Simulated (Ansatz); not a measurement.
CoF3H6O3

The calculation's input:

```
crystal:
  periodic: [false, false, false]
  atoms:
    - {symbol: Co, position_ang: [0.157337, 0.091049, 0.041206]}
    - {symbol: F, position_ang: [0.228728, 0.519683, 1.790250]}
    - {symbol: F, position_ang: [-0.143706, -0.416448, -1.713681]}
    - {symbol: F, position_ang: [1.933237, 0.056574, -0.105287]}
    - {symbol: O, position_ang: [-1.805818, 0.107324, 0.035687]}
    - {symbol: H, position_ang: [-2.145414, -0.606695, 0.597389]}
    - {symbol: H, position_ang: [-1.829144, -0.214618, -0.894155]}
    - {symbol: O, position_ang: [0.303613, 1.998918, -0.128143]}
    - {symbol: H, position_ang: [1.257771, 1.994351, -0.352239]}
    - {symbol: H, position_ang: [0.307761, 2.037042, 0.865725]}
    - {symbol: O, position_ang: [0.268081, -1.834804, 0.214353]}
    - {symbol: H, position_ang: [1.223815, -1.853894, 0.426660]}
    - {symbol: H, position_ang: [0.243738, -1.878484, -0.777764]}
basis:
  gaussian: {orbitals: def2-TZVP, initial_orbitals: start.molden}
hamiltonian: {xc: pbe0, dispersion: d4}
scf: {omitted_lower_state_checks: [starts]}
output: {forces: true, orbitals: {seedname: orbitals}}
```

Command:

```sh
ansatz run in.yaml --threads 4 --pin off --events-out ev --progress --plain --max-ram 8704MiB
```

Geometry: r2SCAN-D4/def2-SVP; not at a stationary point (largest force 0.5 eV/Å).

The calculation used Ansatz 0.2.0, RKS PBE0-D4/def2-TZVP.

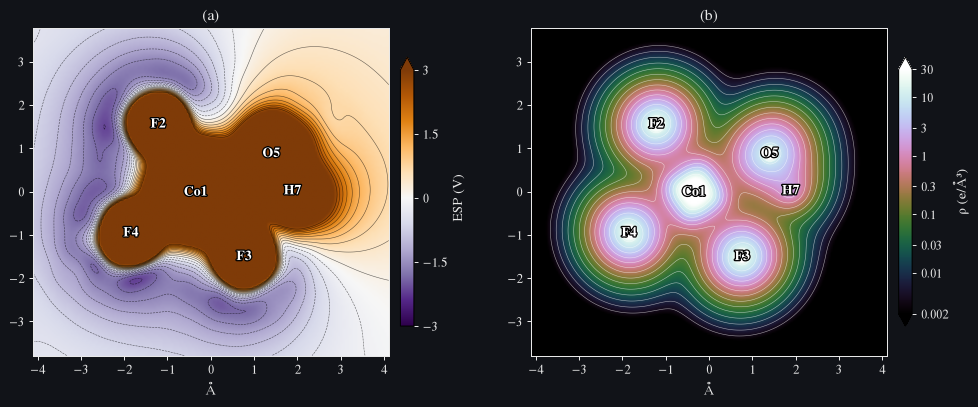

Figure 1. (a) electrostatic potential; (b) total electron density on the plane of atoms F2, Co1 and F4.

**Read the bonding off the picture.**

- Atoms in the plane: Co, F, O and H.
- Co–F (1.78 Å): the density is about 0.81 e/Å³ at the midpoint.
- O–H (0.98 Å): the density is about 3.7 e/Å³ at the midpoint.
- Co–F (1.85 Å): the density is about 0.67 e/Å³ at the midpoint.
- Co–O (1.96 Å): ρ at the midpoint is about 0.53 e/Å³.
- Outside the dense part of the molecule the potential is most negative (−2.2 V) near F4.

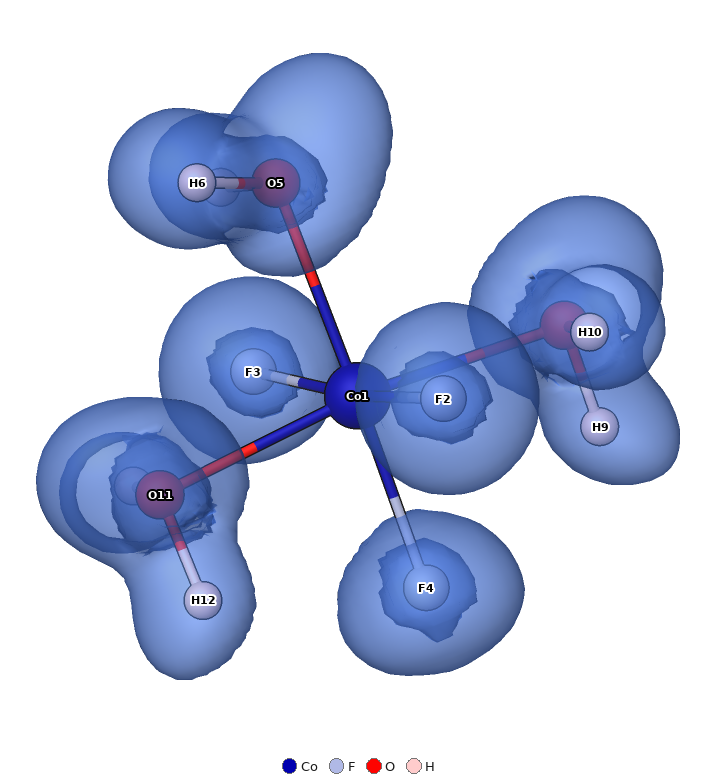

Figure 2. Isosurface of the electron localisation function at 0.75 (blue), seen at a tilt. Only the valence region is drawn (cores and ρ < 0.01 e/Å³ removed).

**What do the ELF domains correspond to?**

At this value the surface marks out three regions wrapped around F (the valence shell of each) and three joined regions spread over several atoms (H, O), in which their bonds and any lone pairs are merged.


Co–F (1.78 Å): the ELF peaks at about 0.85 in the valence shell of F, 0.6 Å from its nucleus, and is about 0.15 at the midpoint. Co–O (1.92 Å): the ELF peaks at about 0.90 in the valence shell of O, 0.6 Å from its nucleus, and is about 0.20 at the midpoint.

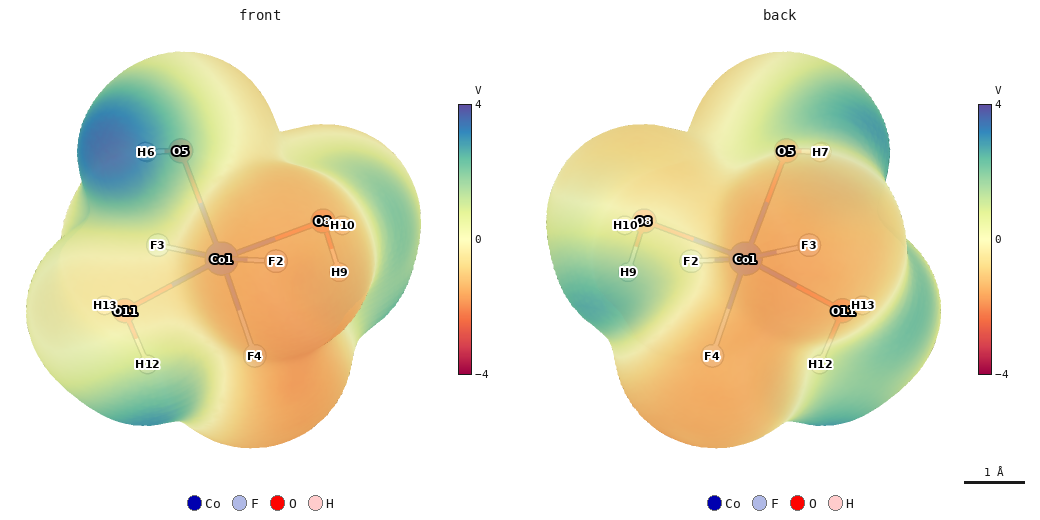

Figure 3. The electrostatic potential painted on the density surface at 0.002 e/bohr³, seen from the front and from behind; red is negative and blue positive.

**Which sites attract a positive test charge, and which a negative one?**

A positive charge is drawn to the negative regions and a negative charge to the positive ones. The most negative region (about −1.8 V) lies over F2 and F4, the most positive (about +3.5 V) over H6.

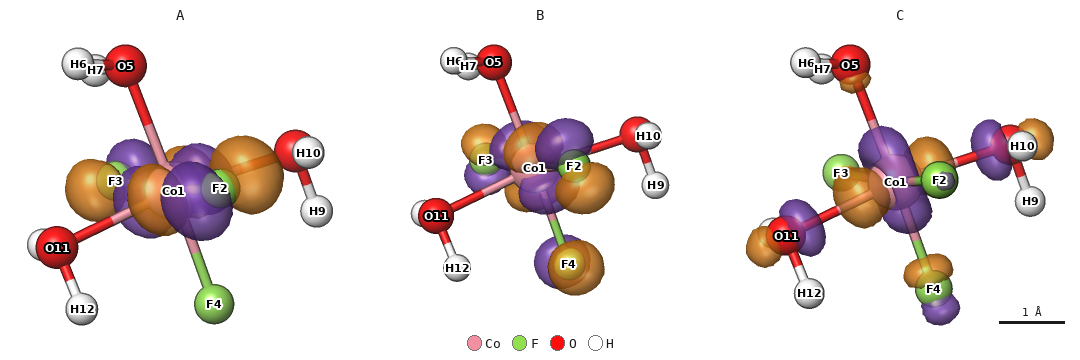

Figure 4. Three frontier orbitals at ±0.2 Å⁻³ᐟ² (orange and purple are the two phases), in no order.

**Order the three orbitals by energy and name them.**

A is the HOMO−1 (−8.93 eV). By Hirshfeld shares it lies mainly on Co1 (about 50 %), F2 (about 30 %) and F3 (about 15 %). B is the HOMO (−8.53 eV). It lies mainly on Co1 (about 60 %), F2 (about 20 %), F4 (about 15 %) and F3 (about 5 %). C is the LUMO (−2.80 eV). By Hirshfeld shares it lies mainly on Co1 (about 70 %), O8 (about 10 %) and O11 (about 10 %).

**What is the HOMO–LUMO gap?**

5.73 eV between the orbital energies.
